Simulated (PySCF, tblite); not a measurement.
# C₈H₁₆Si: geometry, infrared bands, NMR shifts and electronic excitations, part 2 of 2

tblite 0.8.0 and PySCF 2.14.0. Atoms count from 0. The steps go on from the part before.

## Step 6: Excited states and response: wB97X-D/def2-SVPD

The job: settings as JSON, then the geometry in Å.

```
{"job": {"kind": "uv", "xc": "wB97X-D", "basis": "def2-SVPD", "ip": true}, "charge": 0, "multiplicity": 1}
C     -2.276017    -0.206739     1.335094
C     -2.360878    -0.461065    -0.166334
C     -1.218587     0.385389    -0.734597
C     -0.121907     0.404258     0.362112
C      1.170848    -0.283544    -0.057745
C      2.292228    -0.333988     1.019911
Si     3.529120    -0.278560    -0.410956
C      1.952004     0.365609    -1.236811
C     -0.773129    -0.255859     1.597570
H     -2.669585     0.798760     1.566030
H     -2.848794    -0.926939     1.939523
H     -2.176274    -1.530810    -0.365941
H     -3.341164    -0.217142    -0.603710
H     -1.574120     1.408797    -0.932756
H     -0.839631    -0.002911    -1.692515
H      0.135563     1.451394     0.601788
H      0.925151    -1.324444    -0.343346
H      2.319392     0.614739     1.583757
H      2.252193    -1.163699     1.738787
H      3.952458    -1.629638    -0.894650
H      4.740620     0.595911    -0.320721
H      1.903340     1.466025    -1.167244
H      1.654751     0.069245    -2.252173
H     -0.476384     0.222607     2.542511
H     -0.449828    -1.309823     1.661567
```

With the program's defaults for keys left out, this is: TDDFT wB97X-D/def2-SVPD, vertical, gas phase, core orbitals frozen in the response.

What it wrote:

```text
coarse grid: 20232 points
cycle   1  E = -603.4339860830  dE =  1.240e+00  |g| = 3.324e-01  |ddm| = 9.038e+00
cycle   2  E = -603.4535904388  dE = -1.960e-02  |g| = 2.355e-01  |ddm| = 1.394e+00
cycle   3  E = -603.4681070648  dE = -1.452e-02  |g| = 3.956e-02  |ddm| = 6.883e-01
cycle   4  E = -603.4685734736  dE = -4.664e-04  |g| = 1.131e-02  |ddm| = 1.757e-01
cycle   5  E = -603.4686053744  dE = -3.190e-05  |g| = 2.850e-03  |ddm| = 4.283e-02
cycle   6  E = -603.4686076834  dE = -2.309e-06  |g| = 6.205e-04  |ddm| = 1.281e-02
final grid: 187544 points
cycle   7  E = -603.5620605676  dE = -1.953e-04  |g| = 4.840e-03  |ddm| = 3.571e-01
cycle   8  E = -603.5620651601  dE = -4.592e-06  |g| = 3.428e-03  |ddm| = 4.265e-02
cycle   9  E = -603.5620680033  dE = -2.843e-06  |g| = 5.748e-04  |ddm| = 1.443e-02
cycle  10  E = -603.5620681254  dE = -1.221e-07  |g| = 1.372e-04  |ddm| = 3.704e-03
cycle  11  E = -603.5620681308  dE = -5.424e-09  |g| = 5.169e-05  |ddm| = 6.051e-04
cycle  12  E = -603.5620681317  dE = -8.756e-10  |g| = 1.271e-05  |ddm| = 2.238e-04
converged SCF energy = -603.5620681317

Static polarisability (au): isotropic 116.794, principal 99.343 108.841 142.196

Singlet excitations
state   eV       nm        f      main configurations
  1   7.2145    171.9   0.01344   H->L 0.89
  2   7.7515    159.9   0.00400   H->L+1 0.72, H->L+4 0.13
  3   7.8157    158.6   0.12979   H-1->L 0.79, H->L+4 0.08
  4   8.0589    153.8   0.02614   H->L+3 0.59, H->L+2 0.09, H-1->L+1 0.08
  5   8.0683    153.7   0.01261   H-1->L+1 0.52, H-1->L+4 0.17, H->L+3 0.09
  6   8.2389    150.5   0.00002   H-5->L 0.54, H-2->L 0.09
  7   8.3839    147.9   0.16901   H->L+2 0.55, H->L+4 0.17, H->L+3 0.11
  8   8.5071    145.7   0.00000   H-1->L+3 0.45, H-1->L+7 0.13, H-1->L+6 0.09
  9   8.5848    144.4   0.02158   H->L+4 0.32, H->L+6 0.13, H->L+1 0.11
 10   8.7024    142.5   0.03664   H-1->L+2 0.36, H-1->L+4 0.29, H-2->L+1 0.09

Triplet excitations (Tamm-Dancoff, eV): 6.8952 6.9938 7.5836 7.7838
Vertical ionisation energy (delta-SCF) = 9.4803 eV
```

Run time: 9.9 min. Hardware: 1 thread of Arm Neoverse V2, shared host; peak memory 1.6 GiB.

The orbitals next to the gap, with their largest atomic shares:

```tsv
orbital	eV	atoms
HOMO−3	-10.58	C4 15 %, C3 14 %, C5 13 %
HOMO−2	-10.45	C3 16 %, C4 13 %, H15 10 %
HOMO−1	-9.97	C7 25 %, C5 24 %, Si6 24 %
HOMO	-9.48	C4 16 %, Si6 16 %, C5 15 %
LUMO	2.14	Si6 32 %, H20 12 %, H19 11 %
LUMO+1	2.28	Si6 22 %, C5 5 %, H16 5 %
LUMO+2	2.56	Si6 29 %, H20 8 %, C0 7 %
```

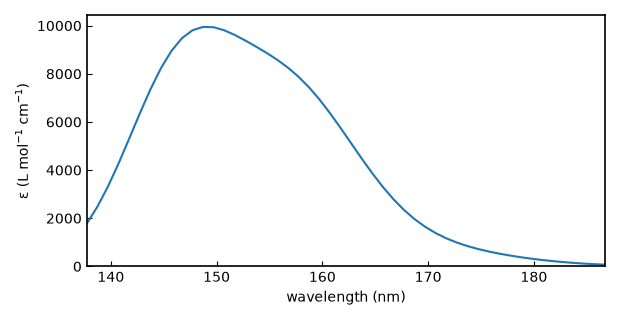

Absorption spectrum: each of the 10 states is a Gaussian band of 0.4 eV half-width at 1/e. Beyond the last state computed it falls off for lack of states.

Further results of this job:

```tsv
property	computed
dipole moment (D)	0.60
polarisability (Å³)	17.31
HOMO–LUMO gap (eV)	11.62
−ε(HOMO) (eV)	9.48
```

## Step 7: Shielding tensors: KT2/pcSseg-1

Settings changed since step 6:

```diff
@@ -1,2 +1,2 @@
-{"job": {"kind": "uv", "xc": "wB97X-D", "basis": "def2-SVPD", "ip": true}, "charge": 0, "multiplicity": 1}
+{"job": {"kind": "nmr", "xc": "KT2", "basis": "pcSseg-1", "pop": false}, "charge": 0, "multiplicity": 1}
 C     -2.276017    -0.206739     1.335094
```

Level: GIAO KT2/pcSseg-1 NMR shielding, non-relativistic, gas phase.

What it wrote:

```text
coarse grid: 20232 points
cycle   1  E = -611.8683156588  dE =  6.607e-01  |g| = 6.645e-01  |ddm| = 4.436e+00
cycle   2  E = -611.6114065187  dE =  2.569e-01  |g| = 1.157e+00  |ddm| = 2.102e+00
cycle   3  E = -611.9962225174  dE = -3.848e-01  |g| = 1.131e-01  |ddm| = 1.592e+00
cycle   4  E = -611.9993110870  dE = -3.089e-03  |g| = 5.025e-02  |ddm| = 2.362e-01
cycle   5  E = -611.9999278243  dE = -6.167e-04  |g| = 1.051e-02  |ddm| = 5.993e-02
cycle   6  E = -611.9999547307  dE = -2.691e-05  |g| = 1.934e-03  |ddm| = 1.267e-02
cycle   7  E = -611.9999556001  dE = -8.694e-07  |g| = 8.350e-04  |ddm| = 3.100e-03
final grid: 187544 points
cycle   8  E = -612.0251836537  dE = -3.158e-04  |g| = 2.179e-02  |ddm| = 7.804e-02
cycle   9  E = -612.0249667000  dE =  2.170e-04  |g| = 3.441e-02  |ddm| = 5.789e-02
cycle  10  E = -612.0252873056  dE = -3.206e-04  |g| = 3.791e-03  |ddm| = 4.395e-02
cycle  11  E = -612.0252905777  dE = -3.272e-06  |g| = 1.238e-03  |ddm| = 6.239e-03
cycle  12  E = -612.0252909715  dE = -3.939e-07  |g| = 1.813e-04  |ddm| = 1.413e-03
cycle  13  E = -612.0252909785  dE = -6.971e-09  |g| = 6.512e-05  |ddm| = 2.498e-04
cycle  14  E = -612.0252909797  dE = -1.161e-09  |g| = 1.599e-05  |ddm| = 8.550e-05
cycle  15  E = -612.0252909797  dE = -6.571e-11  |g| = 4.995e-06  |ddm| = 2.370e-05
converged SCF energy = -612.0252909797

GIAO shielding tensors (ppm)
atom      isotropic    diamagn.    paramagn.     s11        s22        s33       span
  0 C      150.954     251.409    -100.455    127.613    160.424    164.826     37.213
  1 C      153.067     249.965     -96.898    130.623    159.539    169.039     38.416
  2 C      151.377     249.109     -97.731    129.244    154.306    170.583     41.339
  3 C      128.319     248.244    -119.925    105.415    123.216    156.326     50.911
  4 C      133.342     250.965    -117.624    108.989    135.784    155.252     46.263
  5 C      165.269     251.450     -86.181    146.871    157.031    191.905     45.033
  6 Si     400.697     882.515    -481.819    373.077    390.295    438.717     65.641
  7 C      163.893     250.280     -86.387    144.031    155.273    192.376     48.345
  8 C      147.676     249.516    -101.840    127.599    149.642    165.786     38.188
  9 H       29.927      30.637      -0.710     25.532     27.391     36.857     11.325
 10 H       29.389      28.903       0.486     24.691     26.576     36.900     12.209
 11 H       29.889      31.606      -1.717     25.629     27.867     36.170     10.542
 12 H       29.484      29.027       0.457     24.658     26.807     36.987     12.329
 13 H       29.640      32.142      -2.503     24.286     28.353     36.279     11.992
 14 H       29.742      33.194      -3.451     24.542     30.483     34.202      9.660
 15 H       29.493      35.111      -5.617     27.170     28.446     32.864      5.694
 16 H       29.161      35.387      -6.227     26.809     29.748     30.925      4.116
 17 H       30.358      31.696      -1.338     27.250     29.532     34.293      7.044
 18 H       29.851      30.520      -0.668     25.576     27.940     36.038     10.462
 19 H       26.485      28.674      -2.189     24.091     24.271     31.094      7.003
 20 H       26.298      27.808      -1.510     23.180     23.311     32.402      9.222
 21 H       30.265      31.681      -1.416     27.362     29.184     34.248      6.886
 22 H       29.739      30.670      -0.931     25.481     27.697     36.038     10.557
 23 H       29.186      31.614      -2.428     24.209     28.843     34.508     10.299
 24 H       30.366      33.127      -2.761     24.949     31.210     34.939      9.990
```

It took 68 s on 1 thread of Arm Neoverse V2, shared host; peak memory 1.2 GiB.

In short: δ C3 54.9, C4 49.9, C2 33.7, C0 31.2, H20 4.88, H19 4.69 ppm (means over like atoms).

## Step 8: Run by run: NMR shifts

Shifts (ppm) of some atoms, chosen among heavy atoms and hydrogens apart, means over like atoms, with basis size and wall time:

```tsv
run	C3	C4	C2	C0	C5	H16	H18	functions	time
PBE0/pcSseg-1	52.0	45.4	33.0	30.1	16.7	1.80	1.22	240	46 s
KT2/pcSseg-1	54.9	49.9	33.7	31.2	18.6	2.02	1.38	240	68 s
```

## Step 9: Results

The summary covers parts 1 to 2.

| quantity | value |
| --- | --- |
| strongest single infrared mode (GFN2-xTB) | 2252 cm⁻¹, 516 km/mol |
| zero-point energy (GFN2-xTB) | 136.7 kcal/mol |
| point group | C1 |
| rotational constants (main isotopes) | 3.60, 0.71, 0.63 GHz |
| 13C shifts against TMS (PBE0/pcSseg-1, means over atoms taken as alike) | 52.0, 45.4, 33.0, 30.1, 16.7 ppm |
| 1H shifts against TMS (PBE0/pcSseg-1, means over atoms taken as alike) | 4.72, 4.59, 1.80, 1.67, 1.57, 1.45, 1.40, 1.22, 1.08, 0.74 ppm |
| 29Si shifts against TMS (PBE0/pcSseg-1) | -39.8 ppm |
| lowest singlet (wB97X-D/def2-SVPD) | 7.21 eV (172 nm), f = 0.013 |
| brightest single state of those computed | state 7, 8.38 eV, f = 0.169 |
| lowest triplet | 6.90 eV |
| vertical ionisation energy (ΔSCF) | 9.48 eV |
| range of the shift of C4 | 45.4 to 49.9 ppm |

In words: Over 133 steps the energy fell by 0.770 eV; of the close pairs, C2–C3 changed most, 1.488 to 1.546 Å (GFN2-xTB). All 69 modes are real, so the xTB geometry is a minimum. The strongest single mode, at 2252 cm⁻¹, moves mainly H19 and H20. Unscaled tight-binding wavenumbers are off by several per cent, some by more. Its intensities can rank the bands wrongly. The start of the PBE0/def2-SVP relaxation was shaken at random by about 0.01 Å, so part of the energy gained, and of the first lengths quoted, undoes that. Relaxing lowered the energy by 0.321 eV in 11 steps; the close pair that moved most is Si6–H19, from 1.437 to 1.496 Å (PBE0/def2-SVP). At PBE0/pcSseg-1: The widest tensor belongs to Si6: span 63 ppm, with a paramagnetic part of -488 ppm. The lowest singlet, at 7.21 eV, is HOMO→LUMO 0.89 and is weak; of the 10 states computed, the strongest absorption comes from state 7 at 8.38 eV. The lowest triplet lies 0.32 eV below the lowest singlet (triplets in Tamm-Dancoff, singlets in full TDDFT). The orbital energy would give 9.48 eV for ionisation, ΔSCF gives 9.48 eV. In ppm, C4 moves most: its shift spreads over 4.5 ppm, from 45.4 (PBE0/pcSseg-1) to 49.9 (KT2/pcSseg-1). These values are for one conformer; the search (at its own cheap level) found 2 more, at 0.05, 1.61 kcal/mol, and measured spectra average over such forms.
